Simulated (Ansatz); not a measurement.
# NaCl (SMILES [Na][Cl]), run twice

Aim: the energy of NaCl at RPA/pcseg-1 (density fitting with def2-universal-jkfit, def2-TZVP-rifit for correlation).

Program for the calculation: Ansatz 0.2.0.

11 further runs of the same task are left out: 2 for a known fault of the program, 2 that didn't finish, 7 set aside as unsound or not needed.

**1. The structure to begin with**

The species is NaCl (2 atoms), meant as a singlet with charge 0. SMILES: `[Na][Cl]`. The coordinates come from a PBE0-D4/def2-TZVP relaxation.

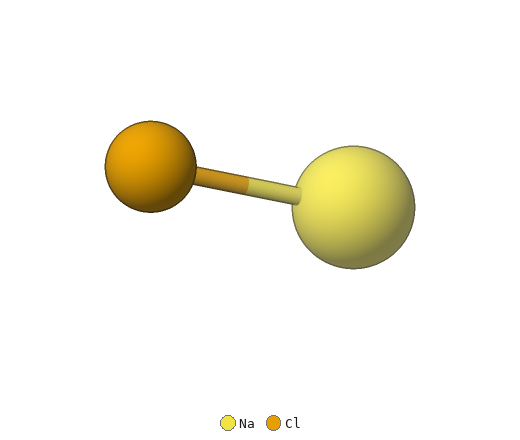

Viewed from a chosen angle; sodium yellow, chlorine amber.

**2. The input as first written**

molecule.yaml reads:

```yaml
crystal:
  periodic: [false, false, false]
  atoms:
    - {symbol: Na, position_ang: [-0.989600, 0.304100, -0.517000]}
    - {symbol: Cl, position_ang: [1.019100, -0.364200, 0.521000]}
basis:
  gaussian: {orbitals: pcseg-1.json, fitting: {mean_field: cc-pVDZ}}
total_charge: 0
hamiltonian: {xc: hf, pseudopotentials: {relativity: none}}
correlation: {method: rpa, frozen_orbitals: {Cl: 5, Na: 1}}
accuracy: high
```

The basis set pcseg-1 is read from a file made from the Basis Set Exchange's data (not shown).

Run with:

```console
$ ansatz run molecule.yaml --threads 1 --pin off --max-ram 2610MiB --events-out events.jsonl --progress --plain --runs-dir runs
```

The log of the run:

```text
Warning: RAYON_NUM_THREADS=1 ignored (pool sized by the plan → 1); use --threads N
Functional definition: HF
  name "HF"
  exchange = exact_x
  correlation = 0
36 factors; integrals over basis functions are off by at most 2.9e1 eV
mean field evaluation 1: about -16808.4203 eV, gradient 1.3e1 eV
mean field evaluation 2: about -16808.8572 eV, gradient 5.1e0 eV
mean field evaluation 4: about -16808.9249 eV, gradient 1.1e-1 eV
mean field -16808.92500007 eV, -617.7166002541 hartree, gradient 9.0e-9 eV, S^2 0.000000; 0 other end points of the search recorded, 0 dependent functions left out
6 core orbitals not correlated: weight in the atoms' cores, before any rotation towards them, 1.000 or more for the frozen orbitals, at most 0.000 for the correlated occupied ones
reference -16808.92500007 eV, -617.7166002541 hartree; 8, 8 occupied and 14, 14 virtual orbitals, 36 factors
Total energy: -16812.66894181 eV, -617.8541875752 hartree
```

Wall time 0.1 s (1 thread of Intel Xeon Platinum 8488C (Sapphire Rapids), shared host).

**3. Diagnosis**

The program ended normally, but the settings are unsound, so its numbers aren't properties of the molecule.

What is wrong: the fitting set doesn't suit the orbital basis or method. To mend it: integral approximation def2-universal-jkfit in place of cc-pVDZ.

**4. Second attempt**

molecule.yaml, as its differences from that of step 2:

```diff
@@ -6,3 +6,5 @@
 basis:
-  gaussian: {orbitals: pcseg-1.json, fitting: {mean_field: cc-pVDZ}}
+  gaussian:
+    orbitals: pcseg-1.json
+    fitting: {mean_field: def2-universal-jkfit, correlation: def2-TZVP-rifit.json}
 total_charge: 0
@@ -11 +13,2 @@
 accuracy: high
+output: {orbitals: {seedname: orbitals}}
```

The basis set pcseg-1 is read from a file made from the Basis Set Exchange's data (not shown).

Run with:

```console
$ ansatz run molecule.yaml --threads 1 --pin off --max-ram 2610MiB --events-out events.jsonl --progress --plain --runs-dir runs
```

The log of the run:

```text
Warning: RAYON_NUM_THREADS=1 ignored (pool sized by the plan → 1); use --threads N
[... 4 set-up lines as earlier in the session ...]
240 factors; integrals over basis functions are off by at most 1.3e-2 eV
212 factors; integrals over basis functions are off by at most 3.9e-1 eV
mean field evaluation 1: about -16907.6783 eV, gradient 1.6e1 eV
mean field evaluation 2: about -16908.4386 eV, gradient 6.4e0 eV
mean field evaluation 4: about -16908.5491 eV, gradient 8.1e-2 eV
mean field -16908.54913942 eV, -621.3777198474 hartree, gradient 2.4e-8 eV, S^2 0.000000; 0 other end points of the search recorded, 0 dependent functions left out
6 core orbitals not correlated: weight in the atoms' cores, before any rotation towards them, 1.000 or more for the frozen orbitals, at most 0.000 for the correlated occupied ones
reference -16908.54913942 eV, -621.3777198474 hartree; 8, 8 occupied and 14, 14 virtual orbitals, 212 factors
Total energy: -16912.73672726 eV, -621.5316108621 hartree
```

It took 0.16 s on 1 thread of Intel Xeon Platinum 8488C (Sapphire Rapids), shared host.

**5. Outcome**

Level: RPA/pcseg-1 (density fitting with def2-universal-jkfit, def2-TZVP-rifit for correlation).

| quantity | value |
| --- | --- |
| total energy | -621.53161 Eh |
| HOMO energy (Hartree–Fock orbitals) | -9.60 eV |
| LUMO energy (Hartree–Fock orbitals) | -0.30 eV |
| HOMO–LUMO gap (Hartree–Fock orbitals) | 9.31 eV |
| RPA correlation energy (valence) | -153.9 mEh |

What this shows: The first attempt's energy was +100.068 eV off this one.
